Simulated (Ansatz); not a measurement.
A series of calculations on ZnH4O2

### Relaxation

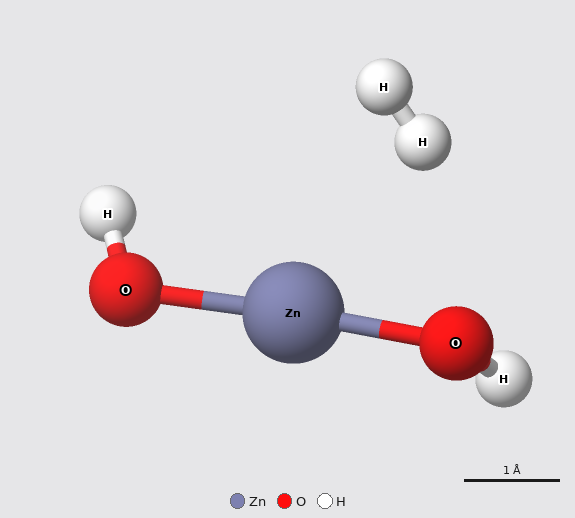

This is the input geometry for a relaxation of ZnH4O2. A ball-and-stick model, seen at a tilt.

The run prepares an end point of a later path (reaction) calculation, from a guessed geometry.

The calculation used RKS PBE-D4/def2-SVP in Ansatz 0.2.0.

Input
```yaml
crystal:
  periodic: [false, false, false]
  atoms:
    - { symbol: Zn, position_ang: [-0.283211, -0.017267, 0.092487] }
    - { symbol: O, position_ang: [-0.30898, 0.190625, 1.869243] }
    - { symbol: H, position_ang: [-1.030052, -0.303198, 2.301929] }
    - { symbol: O, position_ang: [-0.199907, 0.010139, -1.689954] }
    - { symbol: H, position_ang: [0.168749, -0.826222, -2.03381] }
    - { symbol: H, position_ang: [2.29465, -0.613689, 0.922042] }
    - { symbol: H, position_ang: [1.736851, -0.480989, 1.365862] }
basis:
  gaussian: { orbitals: def2-SVP }
hamiltonian:
  xc: pbe
  dispersion: d4
relax:
  f_tol: 0.03
  max_steps: 50
```

Launched with:
```bash
ansatz run input.yaml --threads 1 --pin off --max-ram 2048MiB --backend cpu --events-out ev --progress --plain --runs-dir out
```

Q: Where does the relaxation end?

A: After 14 accepted moves (17 points after the start) the energy has fallen by 10.1 kJ/mol. The largest force component goes from 1.5 to 0.014 eV/Å. The line search rejected the trial steps at points 2, 6, 10 of the run. The atom that moves furthest after the best rigid fit is H6 (0.92 Å). Largest moves by element: H 0.92 Å, O 0.66 Å, Zn 0.32 Å. Some distances before and after: H6–H7 0.725 → 0.775 Å, Zn1–O4 1.785 → 1.778 Å. The run took 36 s on 1 thread of Arm Neoverse V2, with other jobs on the host, peak memory 0.14 GiB.

The structure at the end:

```xyz
7

Zn   -0.4916   -0.0116   -0.1547
O    -0.2916    0.3581    1.5841
H    -0.5027   -0.4167    2.1391
O    -0.7874   -0.2124   -1.8968
H     0.0263   -0.4798   -2.3644
H     2.5561   -0.8168    1.7812
H     1.8690   -0.4613    1.7394
```

The end point in the same view:

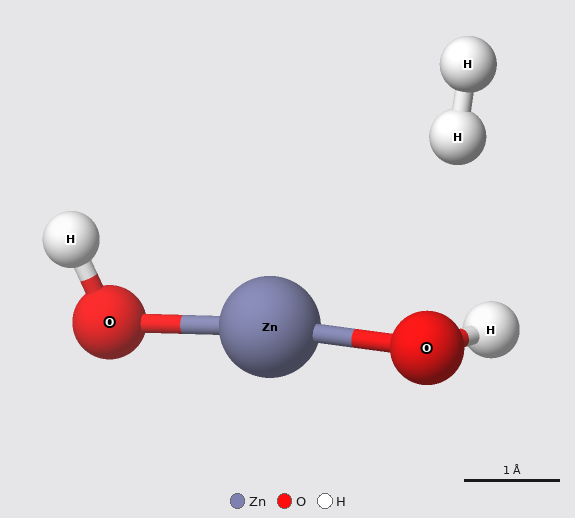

Limits of the set-up: the start holds two separate molecules, 2.2 Å apart at their closest, whose relative position is a soft coordinate.

### Relaxation

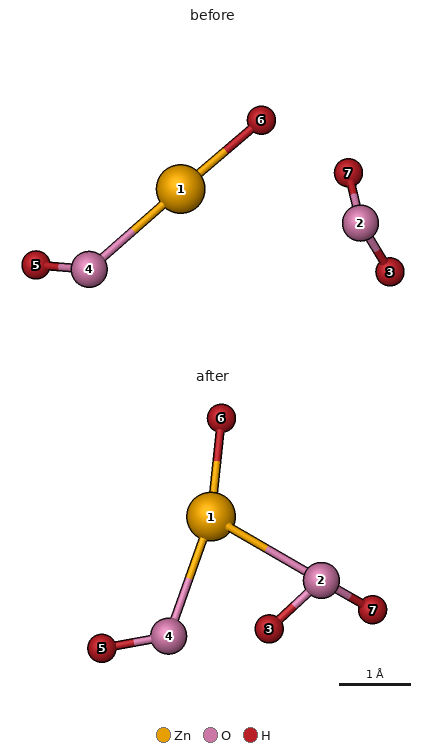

The structure of ZnH$_{4}$O$_{2}$ before (top) and after (bottom) a relaxation, at one scale.

Style: ball-and-stick. Shown at a tilt.

The run prepares an end point of a later path (reaction) calculation, from a guessed geometry.

Level of theory: RKS PBE-D4/def2-SVP in Ansatz.

The input:
```yaml
crystal:
  periodic: [false, false, false]
  atoms:
    - { symbol: Zn, position_ang: [0.857815, -0.366802, -0.44258] }
    - { symbol: O, position_ang: [-0.156561, 0.251925, 2.287802] }
    - { symbol: H, position_ang: [-0.581252, -0.589036, 2.547732] }
    - { symbol: O, position_ang: [-0.358749, -0.168944, -1.730774] }
    - { symbol: H, position_ang: [-0.060539, -0.54947, -2.57785] }
    - { symbol: H, position_ang: [1.913356, -0.574793, 0.687899] }
    - { symbol: H, position_ang: [0.764031, -0.043479, 2.05557] }
basis:
  gaussian: { orbitals: def2-SVP }
hamiltonian:
  xc: pbe
  dispersion: d4
relax:
  f_tol: 0.03
  max_steps: 50
```

Run as
```bash
ansatz run input.yaml --threads 1 --pin off --max-ram 2048MiB --backend cpu --events-out ev --progress --plain --runs-dir out
```

> Describe what moved and what it gained.

The largest move after the best rigid fit is that of H3, 1.74 Å. By element the largest moves are H 1.74 Å, O 1.14 Å, Zn 0.65 Å. Among the contacts that change: Zn1–H3 3.326 → 2.205 Å, Zn1–O2 2.978 → 2.218 Å, Zn1–O4 1.783 → 1.851 Å, O2–H3 0.977 → 1.013 Å. New bonds form, among them: Zn1–O2 (2.98 → 2.22 Å). Among the angles between lasting bonds that change: O4–Zn1–H6 178.7° → 163.4°, Zn1–O4–H5 112.1° → 120.5°, H3–O2–H7 102.1° → 104.7°. After 19 geometry steps the energy has fallen by 15.4 kcal/mol. The largest force component goes from 0.54 to 0.0094 eV/Å.

### Path

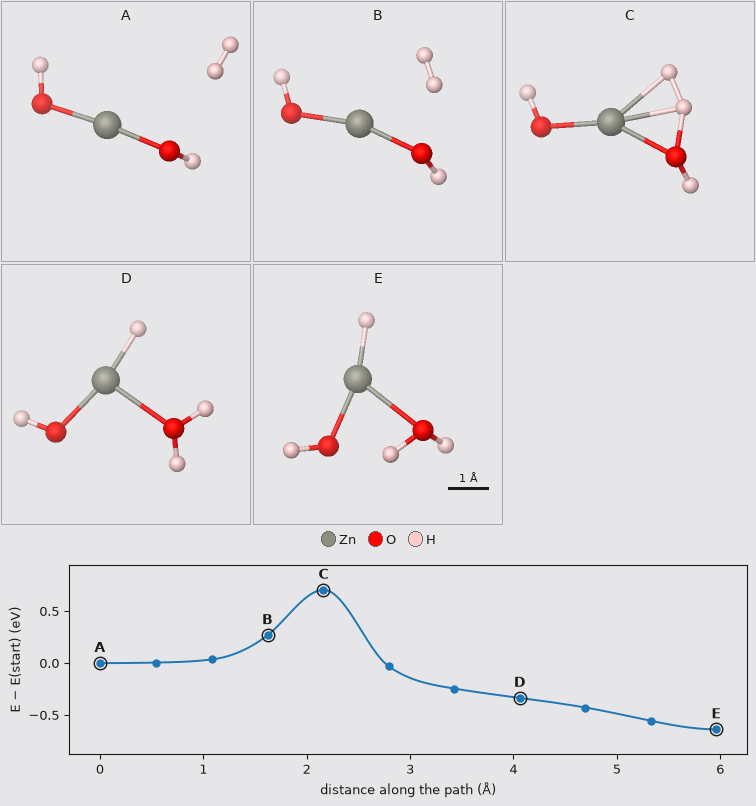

NEB run on ZnH$_{4}$O$_{2}$, made up at the start of ZnH$_{2}$O$_{2}$ and H2. Images are numbered from 0 (start) to 10 (end). Frames A to E are images 0, 3, 4, 7, 10. Style: ball-and-stick. Shown from a free direction.

Method: RKS PBE-D4/def2-SVP in Ansatz 0.2.0. Set-up: 9 movable images; climbing image; force threshold 0.05 eV/Å; iteration limit 60; starting path through a guess of the saddle point.

Describe the mechanism and the energy profile.

Breaking: H–H (0.77 → 3.74 Å). Forming: H–O (2.32 → 0.98 Å), H–Zn (3.70 → 1.53 Å). The highest point, image 4, lies 0.71 eV above the start and 1.34 eV above the end; the end is at −0.64 eV relative to the start. The band converged in 12 iterations. The largest component of the band force went from 30 to 0.043 eV/Å. The climbing image converged on the top of the path. Its vibrational analysis gives one imaginary mode (1003i cm⁻¹), as a transition state must have.

Limits of the set-up: the start holds two separate molecules, 2.3 Å apart at their closest, whose relative position is a soft coordinate.

Cost: 3.7 min on 1 thread of Arm Neoverse V2, on a shared host, peak memory 0.14 GiB.
